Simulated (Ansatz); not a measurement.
## CdS (zinc blende), frozen-phonon scan

Relaxed CdS (zinc blende):

```xyz
4
Lattice="0.0000 5.9266 5.9266 2.9633 0.0000 2.9633 2.9633 2.9633 0.0000" Properties=species:S:1:pos:R:3 pbc="T T T"
S      4.4450     4.4450     4.4450
S      4.4450     7.4083     7.4083
Cd     0.0000     0.0000     0.0000
Cd     2.9633     5.9266     2.9633
```

The atoms are displaced by Q × the pattern below (from a DFPT mode at L = (0.5, 0.0, 0.0), largest move 1; Q in Å), at fixed cell. (q is in reciprocal vectors of the primitive cell; the cell shown is doubled to hold the pattern.)

```tsv
atom	x	y	z
S1	0.577	-0.577	-0.577
S2	-0.577	0.577	0.577
Cd3	-0.048	0.048	0.048
Cd4	0.048	-0.048	-0.048
```

These are PBE (plane waves to 420 eV, PAW, scalar-relativistic; Ansatz, a program for electronic structure) values and carry that method's errors. k mesh 5×10×10 (Γ-centred), Fermi-Dirac smearing 0.05 eV. Energies are smeared free energies. Stress and pressure are positive under compression. CdS was relaxed with its symmetry unable to fall. ΔE is measured from the undisplaced structure.

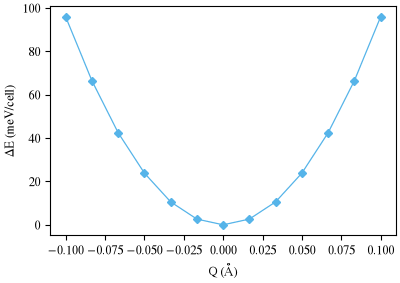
Figure. ΔE (meV/cell) against Q (Å); computed points joined by lines.

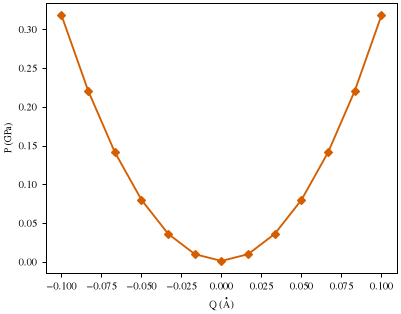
Figure. P (GPa) against Q (Å); markers are the computed points, lines only join them.

The energy at Q = 0.100 Å is 95.9 meV/cell. Wavenumber by perturbation theory (DFPT, on another k mesh): 281 cm⁻¹. Shape of the curve: a single well with its minimum at or next to zero displacement. Symmetry of the curve: even: the same for both signs. Space group of the distorted cell: R3m (No. 160), lowered from F-43m.

(A displaced cell: forces are minus the slopes of the energy, force constants its curvatures, and phonons follow from these.)
